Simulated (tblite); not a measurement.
**C5H9BNSi: geometry relaxation (part 2 of 4)**

Continued. System: C5H9BNSi, multiplicity 2, SMILES C=C[CH]NBC#C[SiH3]. Method: GFN2-xTB geometry optimisation, gas phase (tblite 0.8.0). It belongs to a series of runs on one base structure; here: H removed from sp3 C.

Geometry of the input (Å):
```
C  -3.4261  0.6064  0.4309
C  -3.0020  -0.4431  -0.2290
C  -2.0374  -0.2858  -1.3219
N  -0.6756  -0.4435  -0.9950
B  0.0558  0.8234  -0.5881
C  1.4620  0.6745  0.0375
C  2.5637  0.5555  0.5337
Si 4.2247  0.3637  1.2768
H  -3.0906  1.5992  0.1552
H  -4.1505  0.4495  1.2597
H  -3.3312  -1.4585  0.0453
H  -2.2919  0.4779  -2.0643
H  -0.1216  -1.0070  -1.6776
H  -0.1154  1.7537  -1.3116
H  4.0380  0.3220  2.7258
H  4.9996  1.5467  0.8946
H  4.8915  -0.8730  0.8182
```

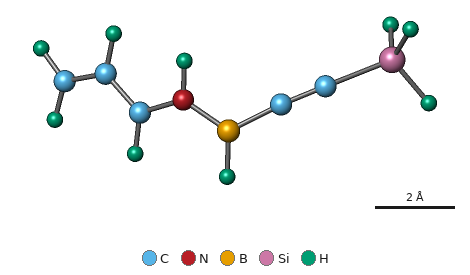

Figure 1. The geometry at step 46 of the log (ball-and-stick view, seen at a tilt).

**Trajectory as extended XYZ, continued**
```
17
Properties=species:S:1:pos:R:3:forces:R:3 step=28 energy=-572.73034
C    -3.7562    0.4517    0.2820    0.0040   0.2650   0.1740
C    -2.8653   -0.4086   -0.2625   -0.1910  -0.1630  -0.1460
C    -1.9578    0.0523   -1.2393   -0.1520  -0.1390   0.2760
N    -0.6395   -0.3166   -1.1336   -0.2090   0.3000   0.0320
B     0.2807    0.7140   -0.9134    0.1770   0.5300  -0.2750
C     1.6059    0.5094   -0.2691    0.3480  -0.3140  -0.0390
C     2.6796    0.4013    0.2855   -0.0770   0.0620  -0.0150
Si    4.2517    0.3508    1.2239   -0.0430   0.0770   0.1630
H    -3.7915    1.4614   -0.1093   -0.0890  -0.1580   0.0950
H    -4.2701    0.3011    1.2198   -0.1420  -0.3320  -0.3910
H    -2.7635   -1.4478    0.0713    0.0250   0.5020   0.1420
H    -2.0902    1.0189   -1.7007   -0.2200  -0.0210   0.0350
H    -0.5041   -1.2397   -0.7620    0.1670  -0.3540   0.0370
H    -0.0482    1.8265   -1.1318    0.0400  -0.1080  -0.1200
H     3.8876    0.3166    2.6369    0.0120   0.0200   0.1820
H     5.0323    1.5434    0.9209    0.1160   0.0870  -0.0420
H     4.9417   -0.8733    0.8716    0.2350  -0.2550  -0.1060
17
Properties=species:S:1:pos:R:3:forces:R:3 step=31 energy=-572.90337
C    -3.8655    0.4414    0.2950   -0.1970  -0.4150  -0.3970
C    -2.9152   -0.3844   -0.2306    0.1550   0.4280  -0.0440
C    -1.9664    0.1358   -1.1126    0.3560   0.0620  -0.0970
N    -0.6555   -0.2546   -1.0832    0.4610   0.0960   0.3690
B     0.3871    0.7147   -1.0100   -0.3700   0.1030  -0.0510
C     1.6897    0.4741   -0.2981   -0.4370  -0.2180  -0.5660
C     2.7446    0.3515    0.2826   -0.0560   0.0580  -0.1390
Si    4.2968    0.3369    1.2338    0.2330  -0.1830   0.1310
H    -4.0817    1.3872   -0.1966    0.1670  -0.2580   0.4390
H    -4.4252    0.1581    1.1677   -0.2230  -0.0110  -0.2020
H    -2.7159   -1.3957    0.1035   -0.1980   0.1380   0.4240
H    -2.0913    1.1131   -1.5449   -0.2350   0.1220  -0.0350
H    -0.4904   -1.1830   -0.6959   -0.1000   0.1640  -0.1070
H     0.1174    1.8189   -1.3386    0.1170  -0.1790  -0.0720
H     3.8350    0.3052    2.6109    0.1000   0.0270   0.3520
H     5.0878    1.5123    0.9139    0.1210   0.2080   0.0020
H     5.0416   -0.8699    0.8933    0.1050  -0.1410  -0.0060
17
Properties=species:S:1:pos:R:3:forces:R:3 step=33 energy=-573.03267
C    -3.9735    0.4040    0.2792    0.0100  -0.6120  -0.6950
C    -2.9366   -0.3483   -0.2163    0.1430   0.5520   0.3080
C    -1.9480    0.2113   -1.0163    0.1600   0.2890  -0.1800
N    -0.6446   -0.1921   -1.0186    0.2060   0.0870   0.1880
B     0.4461    0.7257   -1.0862   -0.1490  -0.4320   0.3160
C     1.7371    0.4272   -0.3576    0.0090  -0.0660  -0.3330
C     2.7811    0.3186    0.2571    0.0480   0.0620  -0.1190
Si    4.3423    0.3146    1.2488   -0.1610  -0.1150  -0.1550
H    -4.3034    1.2995   -0.2339    0.2840  -0.0880   0.3570
H    -4.5572    0.0428    1.1013   -0.2340  -0.0740  -0.0630
H    -2.6883   -1.3273    0.1609   -0.2320  -0.1380   0.4230
H    -2.1036    1.1991   -1.4144   -0.0460   0.1360  -0.1340
H    -0.4943   -1.1278   -0.6392   -0.0420   0.2640  -0.0400
H     0.2597    1.7956   -1.5123   -0.0260   0.0950  -0.1360
H     3.8007    0.2986    2.6200    0.3120   0.0180  -0.0140
H     5.1418    1.5081    0.9089   -0.1370  -0.1290   0.1440
H     5.1338   -0.8881    0.9086   -0.1440   0.1520   0.1330
17
Properties=species:S:1:pos:R:3:forces:R:3 step=36 energy=-573.18439
C    -4.0551    0.3344    0.2226   -0.1380  -0.2300  -0.3120
C    -2.9177   -0.2985   -0.1893    0.0080   0.1320   0.3810
C    -1.9272    0.2968   -0.9717   -0.2960   0.0100   0.3180
N    -0.6347   -0.1353   -0.9563   -0.2020   0.3930  -0.0990
B     0.4831    0.7057   -1.1251    0.1660   0.0050   0.0490
C     1.7877    0.3870   -0.4470    0.2300  -0.1170   0.0280
C     2.8115    0.3018    0.2060    0.3040  -0.0240   0.0620
Si    4.3565    0.2867    1.2493   -0.2650   0.1070  -0.2020
H    -4.4394    1.2345   -0.2315    0.3180   0.0180   0.0570
H    -4.6658   -0.0801    1.0023   -0.0830  -0.1770  -0.0770
H    -2.6775   -1.2595    0.2607   -0.0240   0.0850   0.0010
H    -2.1358    1.2941   -1.3316    0.2670  -0.0760  -0.2290
H    -0.5177   -1.0539   -0.5539   -0.0080  -0.1180   0.1220
H     0.3621    1.7503   -1.6309   -0.1150   0.1160  -0.1230
H     3.8111    0.3004    2.6354    0.3350  -0.0350  -0.2940
H     5.1621    1.4957    0.9230   -0.2440  -0.2750   0.1670
H     5.1898   -0.8985    0.9281   -0.2540   0.1860   0.1510
17
Properties=species:S:1:pos:R:3:forces:R:3 step=38 energy=-573.27675
C    -4.0999    0.2864    0.1784   -0.3400   0.0450   0.2100
C    -2.9081   -0.2667   -0.1447    0.0980  -0.1810   0.0580
C    -1.9328    0.3398   -0.9409   -0.0680  -0.0470   0.4280
N    -0.6394   -0.0907   -0.9243   -0.0160   0.0570   0.0040
B     0.5112    0.6922   -1.1419    0.0650   0.3960  -0.1760
C     1.8334    0.3543   -0.4962   -0.1910  -0.0220  -0.0420
C     2.8397    0.2980    0.1836   -0.0440  -0.0920  -0.1630
Si    4.3443    0.2780    1.2381    0.0970   0.0450   0.1240
H    -4.4517    1.2205   -0.2103    0.1090   0.1600  -0.1630
H    -4.7248   -0.1598    0.9312   -0.0770  -0.1410  -0.1190
H    -2.6849   -1.2219    0.3265    0.1910   0.0870  -0.1380
H    -2.1503    1.3255   -1.3333    0.2460  -0.1710  -0.1420
H    -0.5232   -1.0128   -0.5159   -0.0960   0.0650   0.0850
H     0.3884    1.7367   -1.6822    0.0120  -0.1540   0.0460
H     3.8565    0.3008    2.6273    0.1110  -0.0560  -0.0640
H     5.1468    1.4654    0.9463   -0.0030   0.1210   0.0150
H     5.1879   -0.8842    0.9485   -0.0930  -0.1120   0.0370
17
Properties=species:S:1:pos:R:3:forces:R:3 step=41 energy=-573.33389
C    -4.1694    0.2404    0.1496    0.1730   0.2460  -0.0490
C    -2.9264   -0.2428   -0.1103    0.1470   0.0780   0.0370
C    -1.9341    0.3951   -0.8552    0.0750   0.2350   0.0360
N    -0.6402   -0.0306   -0.8692   -0.0660  -0.1150   0.1010
B     0.5334    0.7010   -1.1717   -0.0120   0.0860  -0.0520
C     1.8583    0.3173   -0.5441   -0.2270   0.1290  -0.0160
C     2.8679    0.2789    0.1339    0.1110  -0.1240   0.0340
Si    4.3566    0.2663    1.2342   -0.0670   0.0200  -0.1750
H    -4.5142    1.1865   -0.2345    0.0420  -0.1120  -0.0590
H    -4.7957   -0.2632    0.8532   -0.2590  -0.1250   0.0080
H    -2.6499   -1.1699    0.3739    0.0620  -0.1610  -0.0430
H    -2.1261    1.3672   -1.2911    0.0280  -0.1240  -0.0450
H    -0.5466   -0.9550   -0.4579    0.1010   0.0960   0.1230
H     0.4462    1.7114   -1.7733   -0.0290  -0.1060   0.0710
H     3.8795    0.2945    2.6183   -0.0090  -0.0620   0.0470
H     5.1486    1.4641    0.9626    0.0210   0.1160  -0.0260
H     5.2050   -0.8998    0.9718   -0.0920  -0.0790   0.0090
17
Properties=species:S:1:pos:R:3:forces:R:3 step=43 energy=-573.35413
C    -4.1832    0.2314    0.1430    0.1580   0.0000   0.0670
C    -2.9239   -0.2300   -0.0914    0.0770   0.1190   0.0490
C    -1.9304    0.4266   -0.8164    0.1080   0.0140  -0.0600
N    -0.6424   -0.0104   -0.8503   -0.1230  -0.0760   0.1880
B     0.5328    0.6999   -1.1803    0.0790  -0.0280   0.0150
C     1.8576    0.3180   -0.5608    0.0390   0.0220   0.1440
C     2.8769    0.2619    0.1051   -0.0160  -0.0620   0.0200
Si    4.3561    0.2638    1.2223   -0.0470   0.0390  -0.1140
H    -4.5293    1.1732   -0.2539    0.0210  -0.1700   0.0120
H    -4.8288   -0.3115    0.8131   -0.0770   0.0960  -0.1750
H    -2.6260   -1.1574    0.3855   -0.0400  -0.0810  -0.0360
H    -2.1109    1.3777   -1.2828   -0.1080   0.1260  -0.0760
H    -0.5568   -0.9192   -0.4133    0.1740  -0.0770   0.1670
H     0.4637    1.6889   -1.7956   -0.0970   0.1440  -0.0920
H     3.8907    0.2879    2.6160   -0.0300  -0.0530  -0.0500
H     5.1469    1.4731    0.9686   -0.0300   0.0100  -0.0400
H     5.1999   -0.9125    0.9814   -0.0880  -0.0260  -0.0190
17
Properties=species:S:1:pos:R:3:forces:R:3 step=46 energy=-573.37846
C    -4.1724    0.2258    0.1474   -0.0640  -0.0460   0.0240
C    -2.9059   -0.2128   -0.0672    0.0150  -0.1030  -0.0190
C    -1.9190    0.4531   -0.7951   -0.0410  -0.1220  -0.0160
N    -0.6411   -0.0038   -0.8186    0.1330   0.1060   0.0580
B     0.5317    0.6963   -1.1850    0.0060   0.0860   0.0260
C     1.8515    0.3233   -0.5579   -0.0180  -0.0190  -0.0180
C     2.8812    0.2407    0.0854   -0.0130   0.0190   0.0660
Si    4.3497    0.2673    1.2023    0.0870  -0.0280   0.1200
H    -4.5233    1.1527   -0.2661   -0.0120   0.0450  -0.0280
H    -4.8604   -0.3336    0.7598    0.0590   0.0540  -0.1000
H    -2.6115   -1.1585    0.3857   -0.0160   0.1040  -0.0250
H    -2.1103    1.3902   -1.2974   -0.0120  -0.0560   0.0750
H    -0.5447   -0.8993   -0.3531    0.0690   0.0190   0.1130
H     0.4542    1.6864   -1.8089   -0.0760  -0.0060  -0.0410
H     3.9003    0.2755    2.6051   -0.0590  -0.0160  -0.0950
H     5.1376    1.4832    0.9681   -0.0360  -0.0270  -0.0740
H     5.1755   -0.9251    0.9857   -0.0240  -0.0100  -0.0680
17
Properties=species:S:1:pos:R:3:forces:R:3 step=49 energy=-573.39228
C    -4.1793    0.2161    0.1422   -0.0250   0.0070  -0.2060
C    -2.9045   -0.2073   -0.0586   -0.0840   0.0450  -0.0100
C    -1.9152    0.4639   -0.7737    0.0510   0.0350   0.0090
N    -0.6293    0.0250   -0.7679    0.0400   0.0220  -0.0380
B     0.5370    0.7083   -1.1855    0.0050   0.0490   0.0390
C     1.8577    0.3154   -0.5658    0.0870   0.0950   0.0220
C     2.8897    0.2308    0.0761   -0.0400   0.0310   0.0670
Si    4.3607    0.2600    1.2012   -0.0840  -0.0350  -0.1330
H    -4.5377    1.1353   -0.2849    0.0150   0.0370  -0.0090
H    -4.8877   -0.3705    0.6959    0.0300  -0.0030   0.0550
H    -2.5974   -1.1363    0.4007   -0.0050  -0.1600   0.0830
H    -2.1152    1.4019   -1.2753    0.0460  -0.1250   0.0630
H    -0.5268   -0.8687   -0.2915    0.0500   0.1870   0.0550
H     0.4504    1.6776   -1.8501   -0.0300  -0.1250   0.0690
H     3.8941    0.2659    2.5898   -0.0720  -0.0090   0.0470
H     5.1284    1.4870    0.9578   -0.0040  -0.0600  -0.0550
H     5.1683   -0.9427    0.9797    0.0230   0.0090  -0.0560
17
Properties=species:S:1:pos:R:3:forces:R:3 step=51 energy=-573.40757
C    -4.1889    0.2060    0.1189    0.1540  -0.0760  -0.2610
C    -2.9017   -0.2062   -0.0498   -0.1700   0.0770   0.0130
C    -1.9083    0.4702   -0.7521    0.0480   0.0610   0.1450
N    -0.6149    0.0615   -0.7176   -0.0560  -0.0920  -0.0270
B     0.5445    0.7203   -1.1777   -0.0260   0.0420  -0.0130
C     1.8655    0.3263   -0.5679    0.0880   0.0940   0.0220
C     2.8959    0.2231    0.0721   -0.0850   0.0350   0.0040
Si    4.3644    0.2482    1.1897   -0.0770  -0.0220  -0.0660
H    -4.5464    1.1263   -0.3102    0.0420  -0.0290   0.0010
H    -4.9057   -0.4073    0.6295   -0.0060   0.0250   0.1110
H    -2.5839   -1.1269    0.4207   -0.0870  -0.1600   0.0690
H    -2.1147    1.4030   -1.2475    0.0080   0.0440  -0.0920
H    -0.5033   -0.8102   -0.2094    0.0650   0.0720   0.0940
H     0.4400    1.6500   -1.8852    0.0170  -0.0020   0.0120
H     3.8800    0.2541    2.5713   -0.0430  -0.0090   0.0810
H     5.1129    1.4833    0.9398    0.0520  -0.0520  -0.0410
H     5.1576   -0.9603    0.9657    0.0780  -0.0100  -0.0510
17
Properties=species:S:1:pos:R:3:forces:R:3 step=54 energy=-573.42989
C    -4.1984    0.1769    0.0557    0.0570  -0.0370   0.0230
C    -2.8981   -0.2103   -0.0313    0.0230  -0.0790  -0.0410
C    -1.8911    0.4841   -0.7004   -0.0970   0.0220   0.0880
N    -0.5929    0.1044   -0.6496   -0.0840   0.0190   0.0460
B     0.5496    0.7453   -1.1664   -0.0960   0.0340  -0.1030
C     1.8706    0.3691   -0.5628   -0.0590   0.0380  -0.0920
C     2.8909    0.2141    0.0758   -0.0160   0.0380  -0.0330
Si    4.3612    0.2282    1.1690    0.0940  -0.0330   0.1840
H    -4.5485    1.1107   -0.3458    0.0690  -0.0110  -0.1080
H    -4.9275   -0.4335    0.5529   -0.0160  -0.0240   0.0720
H    -2.5926   -1.1395    0.4477   -0.1180   0.0780  -0.0390
H    -2.1077    1.3981   -1.2273   -0.0120   0.0300  -0.0780
H    -0.4491   -0.7133   -0.0738    0.0290  -0.1320   0.1450
H     0.4258    1.6126   -1.9380    0.0170   0.1110  -0.0550
H     3.8525    0.2313    2.5482    0.0550  -0.0030   0.0100
H     5.0995    1.4661    0.9018    0.0750  -0.0620   0.0030
H     5.1488   -0.9828    0.9345    0.0780   0.0120  -0.0240
17
Properties=species:S:1:pos:R:3:forces:R:3 step=56 energy=-573.43805
C    -4.2009    0.1627    0.0317   -0.1570   0.0570   0.1380
C    -2.9006   -0.2156   -0.0281    0.1050  -0.0650  -0.0310
C    -1.8897    0.4919   -0.6749   -0.0070  -0.0160  -0.0600
N    -0.5895    0.1162   -0.6228   -0.0070   0.1190   0.0260
B     0.5431    0.7591   -1.1673   -0.0240  -0.0580  -0.0320
C     1.8702    0.3855   -0.5671   -0.0510   0.0440  -0.0620
C     2.8858    0.2160    0.0769    0.0390   0.0490   0.0040
Si    4.3636    0.2190    1.1711   -0.0100  -0.0220   0.0010
H    -4.5408    1.1035   -0.3616    0.0360  -0.0180  -0.1340
H    -4.9341   -0.4402    0.5348   -0.0030  -0.0160   0.0110
H    -2.6075   -1.1425    0.4570   -0.0280   0.0210  -0.0240
H    -2.1053    1.3943   -1.2279   -0.0160  -0.0480   0.0160
H    -0.4269   -0.6864   -0.0272   -0.0280  -0.0580   0.0780
H     0.4224    1.6091   -1.9606   -0.0280   0.0650  -0.0080
H     3.8470    0.2234    2.5456    0.0740  -0.0080   0.0330
H     5.1023    1.4554    0.8886    0.0620  -0.0840   0.0380
H     5.1539   -0.9900    0.9216    0.0430   0.0380   0.0050
17
Properties=species:S:1:pos:R:3:forces:R:3 step=59 energy=-573.44612
C    -4.2056    0.1646    0.0377    0.0910   0.0370  -0.0400
C    -2.9044   -0.2207   -0.0328   -0.0880   0.0480   0.0360
C    -1.8941    0.4904   -0.6733    0.0510  -0.0700  -0.0330
N    -0.5915    0.1230   -0.6084    0.0540  -0.0320   0.0260
B     0.5359    0.7588   -1.1752    0.0430   0.0070   0.0570
C     1.8697    0.3953   -0.5757    0.0520   0.0080   0.0350
C     2.8837    0.2281    0.0752   -0.0360   0.0480  -0.0270
Si    4.3636    0.2125    1.1755   -0.0730   0.0030  -0.0980
H    -4.5303    1.0981   -0.3873   -0.0480  -0.0590  -0.0370
H    -4.9334   -0.4442    0.5376   -0.0750   0.0290   0.0200
H    -2.6172   -1.1425    0.4572    0.0380  -0.0700   0.0240
H    -2.1095    1.3887   -1.2301   -0.0260  -0.0060  -0.0080
H    -0.4264   -0.6823   -0.0075   -0.0590   0.1350  -0.0580
H     0.4154    1.6187   -1.9633   -0.0510  -0.0310   0.0300
H     3.8564    0.2210    2.5527    0.0570  -0.0230   0.0260
H     5.1151    1.4385    0.8907    0.0630  -0.0330   0.0380
H     5.1656   -0.9864    0.9170    0.0070   0.0060   0.0100
17
Properties=species:S:1:pos:R:3:forces:R:3 step=61 energy=-573.45067
C    -4.2074    0.1633    0.0301    0.1270  -0.0380  -0.0700
C    -2.9057   -0.2250   -0.0285   -0.0440   0.0150   0.0280
C    -1.8906    0.4862   -0.6657   -0.0450  -0.0350   0.0040
N    -0.5841    0.1385   -0.5838   -0.0310  -0.0460  -0.0190
B     0.5351    0.7638   -1.1750   -0.0150   0.0970   0.0440
C     1.8696    0.4159   -0.5764    0.0140  -0.0260  -0.0070
C     2.8794    0.2368    0.0752    0.0210   0.0240  -0.0050
Si    4.3587    0.2042    1.1684    0.0350   0.0120   0.0210
H    -4.5253    1.0891   -0.4162   -0.0650  -0.0510   0.0000
H    -4.9412   -0.4471    0.5222   -0.0480   0.0760  -0.0030
H    -2.6247   -1.1509    0.4622    0.0350   0.0130   0.0190
H    -2.1135    1.3793   -1.2291   -0.0080  -0.0210  -0.0110
H    -0.4152   -0.6502    0.0345   -0.0300   0.0660  -0.0270
H     0.4022    1.6130   -1.9726   -0.0450  -0.0430   0.0140
H     3.8611    0.2118    2.5522    0.0630  -0.0270  -0.0260
H     5.1249    1.4204    0.8856    0.0570   0.0050   0.0360
H     5.1697   -0.9876    0.9070   -0.0200  -0.0220   0.0040
```
